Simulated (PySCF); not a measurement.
# CH2F2 (difluoromethane) at 6 levels

Wanted: a comparison of 6 runs (B3LYP/STO-3G, M06-2X/STO-3G, UPBE0/STO-3G, r2SCAN/STO-3G, CISD/STO-3G, FCI/STO-3G) of CH2F2 (difluoromethane). Input form: a Python script.

The results are computed with PySCF 2.14.0.

8 further runs of the same task are left out: 1 that didn't finish, 7 set aside as unsound or not needed.

## 1. The molecule

CH2F2: 5 atoms, total charge 0, spin state singlet. SMILES: `FCF`. The F1–C2 distance was set to 2.433 Å, away from the relaxed value. At this shape a bond of the SMILES string is far longer than usual.

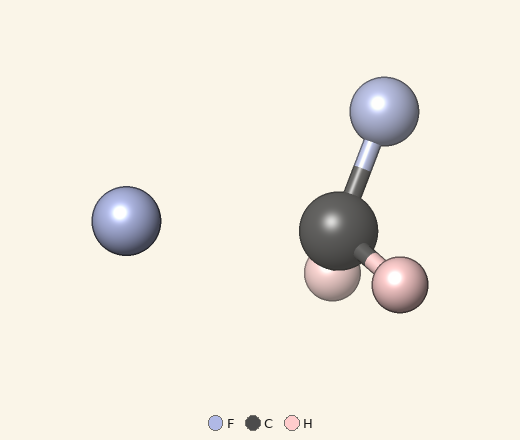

The structure, seen from a chosen angle (fluorine light blue, carbon dark grey, hydrogen pink).

## 2. The energy at B3LYP/STO-3G (run 1)

job.py

```python
from pyscf import gto, dft

mol = gto.M(
    atom='''
F       -1.940022       0.357680       1.322782
C        0.010100      -0.016900      -0.082300
F        1.090500      -0.179200       0.713200
H       -0.142700      -0.932900      -0.659500
H        0.165300       0.864200      -0.711100
''',
    verbose=3,
    max_memory=1860,
    basis='sto-3g',
)

calc0 = dft.RKS(mol)
calc0.xc = 'b3lyp'
calc0.conv_tol = 1e-10
calc0.grids.level = 5
calc0.kernel()
if not calc0.converged:
    calc0 = calc0.newton().run(calc0.mo_coeff, calc0.mo_occ)

etot = calc0.e_tot
print('Final energy', etot)
```

On the command line:

```
$ OMP_NUM_THREADS=1 python job.py
```

Standard output:

```text
converged SCF energy = -235.379969113581
Final energy -235.37996911358093
```

Run time: 5.4 s. Hardware: 1 thread of Intel Xeon Platinum 8488C (Sapphire Rapids), shared host; peak memory 0.19 GiB.

## 3. The energy at M06-2X/STO-3G (run 2)

run.py

```python
from pyscf import gto, dft

mol = gto.M(
    atom='''
F       -1.940022       0.357680       1.322782
C        0.010100      -0.016900      -0.082300
F        1.090500      -0.179200       0.713200
H       -0.142700      -0.932900      -0.659500
H        0.165300       0.864200      -0.711100
''',
    basis='sto-3g',
    spin=0,
    max_memory=1860,
    verbose=3,
)

ks = dft.RKS(mol)
ks.xc = 'm06-2x'
ks.grids.level = 5
ks.conv_tol = 1e-10
ks.kernel()
if not ks.converged:
    ks = ks.newton().run(ks.mo_coeff, ks.mo_occ)

e_tot = ks.e_tot
print('E(%s) = %.9f' % ('M06-2X', e_tot))
```

On the command line:

```
$ OMP_NUM_THREADS=1 python run.py
```

Standard output:

```text
converged SCF energy = -235.364604519571
E(M06-2X) = -235.364604520
```

It took 8.1 s on 1 thread of Intel Xeon Platinum 8488C (Sapphire Rapids), shared host; peak memory 0.18 GiB.

## 4. The energy at UPBE0/STO-3G (run 3)

input.xyz

```xyz
5

F     -1.940022     0.357680     1.322782
C      0.010100    -0.016900    -0.082300
F      1.090500    -0.179200     0.713200
H     -0.142700    -0.932900    -0.659500
H      0.165300     0.864200    -0.711100
```

job.py

```python
from pyscf import gto, dft

mol = gto.M(
    atom='input.xyz',
    basis='sto-3g',
    verbose=4,
    max_memory=1860,
    charge=0,
)

calc0 = dft.UKS(mol)
calc0.xc = 'pbe0'
calc0.conv_tol = 1e-10
calc0.grids.level = 5
calc0.kernel()
if not calc0.converged:
    calc0 = calc0.newton().run(calc0.mo_coeff, calc0.mo_occ)
for _ in range(3):
    mo, _, stable, _ = calc0.stability(return_status=True)
    if stable:
        break
    calc0.kernel(calc0.make_rdm1(mo, calc0.mo_occ))

etot = calc0.e_tot
print('E(%s) = %.9f' % ('PBE0', etot))
```

On the command line:

```
$ OMP_NUM_THREADS=1 python job.py
```

Standard output:

```text
PySCF version 2.14.0

[... 174 lines left out ...]
converged SCF energy = -235.183438195559  <S^2> = 4.9009685e-12  2S+1 = 1
[... 80 lines left out ...]
converged SCF energy = -235.225150637104  <S^2> = 0.84011375  2S+1 = 2.0881703
[... 2 lines left out ...]
E(PBE0) = -235.225150637
```

Run time: 28 s. Hardware: 1 thread of Intel Xeon Platinum 8488C (Sapphire Rapids), shared host; peak memory 0.38 GiB.

Runs 4 to 5 aren't shown in full; the table further down has their settings and results.

## 5. A single-point energy at FCI/STO-3G (run 6)

job.py

```python
from pyscf import gto, scf, mcscf
from pyscf import fci

mol = gto.M(
    atom='''
F   -1.940022   0.357680   1.322782
C    0.010100  -0.016900  -0.082300
F    1.090500  -0.179200   0.713200
H   -0.142700  -0.932900  -0.659500
H    0.165300   0.864200  -0.711100
''',
    basis='sto-3g',
    charge=0,
    spin=0,
    verbose=3,
    max_memory=1860,
)

mf = scf.RHF(mol)
mf.conv_tol = 1e-10
mf.kernel()
if not mf.converged:
    mf = mf.newton().run(mf.mo_coeff, mf.mo_occ)

cas = mcscf.CASCI(mf, mf.mo_coeff.shape[-1] - 3, (mol.nelec[0] - 3, mol.nelec[1] - 3))  # full CI above the frozen core
cas.fcisolver = fci.direct_spin0.FCI(mol)  # even spin states alone
cas.kernel()
print('<S^2> = %.4f' % cas.fcisolver.spin_square(cas.ci, cas.ncas, cas.nelecas)[0])
e_tot = cas.e_tot
print('Final energy', e_tot)
```

On the command line:

```
$ OMP_NUM_THREADS=1 python job.py
```

Standard output:

```text
converged SCF energy = -234.327865812175
CASCI E = -234.607902930327  E(CI) = -89.0103551349810  S^2 = 0.0000000
<S^2> = 0.0000
Final energy -234.60790293032733
```

Wall time 17 s (1 thread of Intel Xeon Platinum 8488C (Sapphire Rapids), shared host); peak memory 0.33 GiB.

## 6. All runs side by side

| run | level | follow instability | integration grid | energy (Eh) | dipole moment (D) of the reference | HOMO energy (eV) | LUMO energy (eV) | wall time |
| --- | --- | --- | --- | --- | --- | --- | --- | --- |
| 1 | B3LYP/STO-3G | – | 5 | -235.379969 | 1.84 | -3.44 | -0.57 | 5.4 s |
| 2 | M06-2X/STO-3G | – | 5 | -235.364605 | 1.82 | -5.32 | 0.51 | 8.1 s |
| 3 | UPBE0/STO-3G | yes | 5 | -235.225151 | 1.02 | -4.48 | 1.32 | 28 s |
| 4 | r2SCAN/STO-3G | – | 5 | -235.335184 | 2.01 | -1.72 | -1.25 | 7.5 s |
| 5 | CISD/STO-3G | – | – | -234.575369 | 1.91 | -6.55 | 2.82 | 1.1 s |
| 6 | FCI/STO-3G | – | – | -234.607903 | 1.91 | -6.55 | 2.82 | 17 s |

## 7. Summary of results

| quantity | value |
| --- | --- |
| run 6: total energy | -234.60790 Eh |
| run 6: dipole moment (Hartree–Fock density) | 1.91 D |
| run 6: HOMO energy (Hartree–Fock orbitals) | -6.55 eV |
| run 6: LUMO energy (Hartree–Fock orbitals) | 2.82 eV |
| run 6: HOMO–LUMO gap (Hartree–Fock orbitals) | 9.38 eV |
| run 6: correlation energy (3 core orbitals frozen) | -280.0 mEh |

**Reading.** Against full CI in this basis: CISD +32.5 mEh. Over runs 1, 2, 3, 4 the dipole moment (its size) runs from 1.02 D (UPBE0/STO-3G) to 2.01 D (r2SCAN/STO-3G). Over runs 1, 2, 3, 4 the HOMO–LUMO gap runs from 0.47 eV (r2SCAN/STO-3G) to 5.83 eV (M06-2X/STO-3G). Totals of different functionals can't be ranked against each other. In runs 1, 2, 3, 4, 5, 6 the basis is minimal, so the values are rough. In runs 1, 2, 4, 5 a closed-shell determinant meets a far-stretched bond, which it describes badly. Spin contamination of the reference: run 3 ⟨S²⟩ = 0.84. Where it is this large, the reference is a mixture of spin states, and values that rest on it are in doubt. All runs together took 67 s, the longest 28 s.
